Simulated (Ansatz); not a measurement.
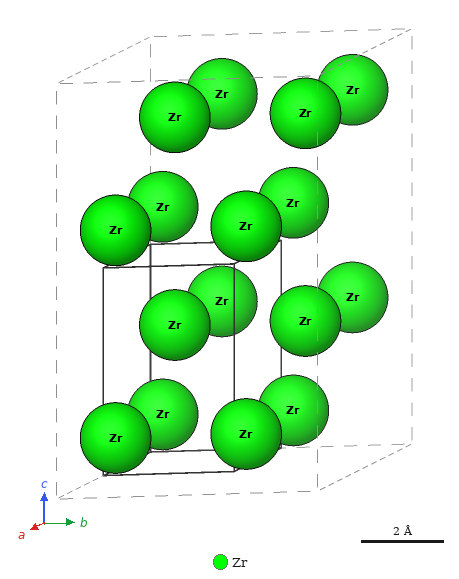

Spheres-only drawing of the structure, looking slightly off an axis. A block of 2×2×2 cells is shown, with one conventional unit cell in solid outline.

Caption:

- The element is zirconium.
- The lattice is primitive hexagonal and the space group P6_3/mmc (No. 194).
- In terms of structure types, this is hexagonal close-packed (Mg type).
- The cell holds two atoms.
- The neighbours of Zr are twelve Zr in an anticuboctahedral arrangement at about 3.2 Å.

Its origin is the standard structure of this element. It was relaxed at fixed volume with DFT PBE, spin-orbit coupling, plane waves, PAW (Ansatz).
